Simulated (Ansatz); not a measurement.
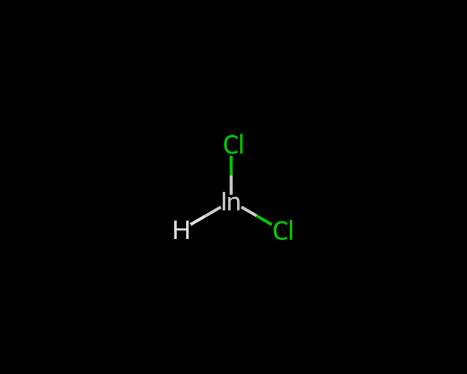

2D structure.

Question: Transcribe the drawing into SMILES.

Answer: [Cl][InH][Cl]

Question: Give the formula, hydrogens included.

Answer: Cl2HIn.

Question: An optimisation with PBE0-D4/def2-TZVP gave a structure of which point group?

Answer: C2v.

The parts below concern this one geometry. Atoms keep their numbers from picture to picture. Computed geometry: PBE0-D4/def2-TZVP optimisation.

## Shape

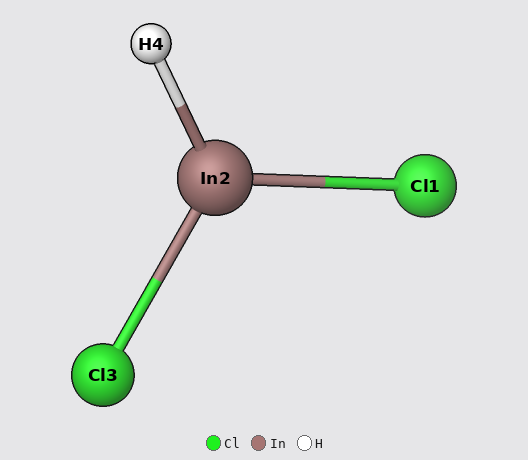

Numbered structure.

Give the bond lengths.

```tsv
bond	length (Å)
Cl1–In2	2.312
In2–Cl3	2.312
In2–H4	1.694
```

## Levels of theory compared

Program: Ansatz 0.2.0.

Compare dipole (D) at these levels: B3LYP-D4/def2-TZVPP; PBE-D4/def2-TZVPP; PBE0-D4/def2-TZVP; r2SCAN-D4/def2-TZVPP; ωB97M-V/def2-TZVPP.

| level | dipole (D) |
| --- | --- |
| B3LYP-D4/def2-TZVPP | 2.50 |
| PBE-D4/def2-TZVPP | 2.40 |
| PBE0-D4/def2-TZVP | 2.56 |
| r2SCAN-D4/def2-TZVPP | 2.54 |
| ωB97M-V/def2-TZVPP | 2.56 |

## Vibrations

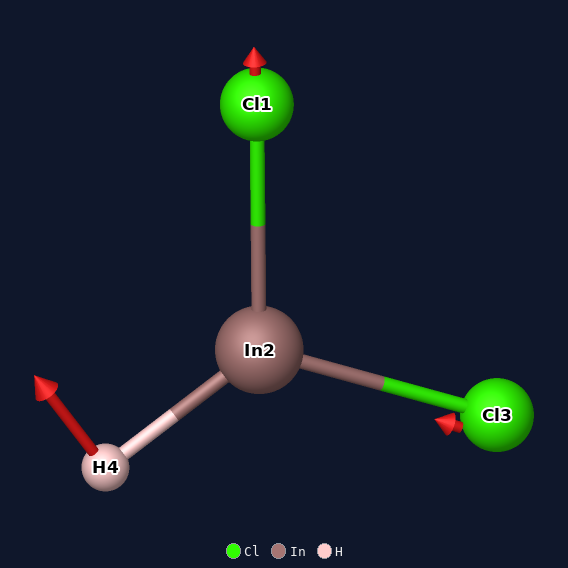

The arrows show one normal mode. Harmonic vibrations computed with RKS PBE0-D4/def2-TZVP, core potentials on In (Ansatz 0.2.0) at a stationary point of the same level.

Question: Estimate its harmonic wavenumber.

Answer: 362 cm⁻¹; it is mode 2 of 6 counted from the lowest.

## Charges

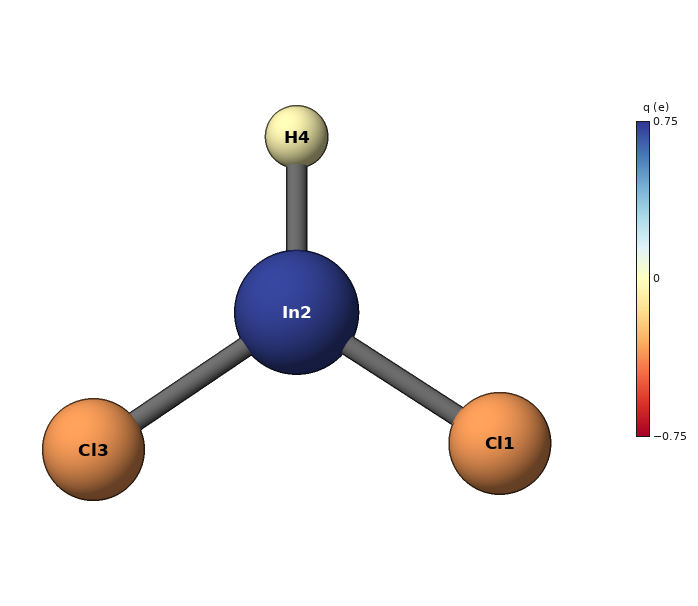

Atoms are coloured by their Mulliken charges. Level of theory: RKS ωB97M-V/def2-TZVPP, core potentials on In (Ansatz 0.2.0).

Give the Mulliken charges atom by atom.

```csv
atom,value (e)
Cl1,−0.34
In2,0.71
Cl3,−0.34
H4,−0.04
```

Mulliken values depend strongly on the basis set and can even reverse the polarity of a bond.
